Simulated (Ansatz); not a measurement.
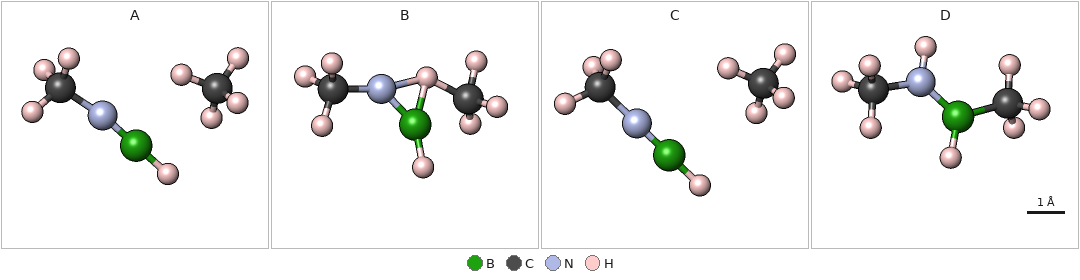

4 geometries from a converged minimum-energy path of C$_{2}$H$_{8}$BN, shuffled. A ball-and-stick model, seen at a tilt.

These are results of Ansatz 0.2.0, RKS r2SCAN/def2-mTZVP, not measurements. Settings: 5 movable images; climbing image; force threshold 0.03 eV/Å; iteration limit 60; starting path through a guess of the saddle point.

One of them is the converged climbing image. Which?

Answer. B. In order along the path, whose images run from 0 to 6: D (image 0, 0.0 kcal/mol), B (image 2, +79.4 kcal/mol), A (image 4, +31.9 kcal/mol), C (image 5, +29.8 kcal/mol). Breaking: B–C (1.57 → 3.85 Å), H–N (1.01 → 3.17 Å). Forming: C–H (2.75 → 1.09 Å).

Cost: 2.4 min on 2 threads of Intel(R) Xeon(R) Platinum 8488C (Sapphire Rapids), with other jobs on the host, peak memory 0.22 GiB.
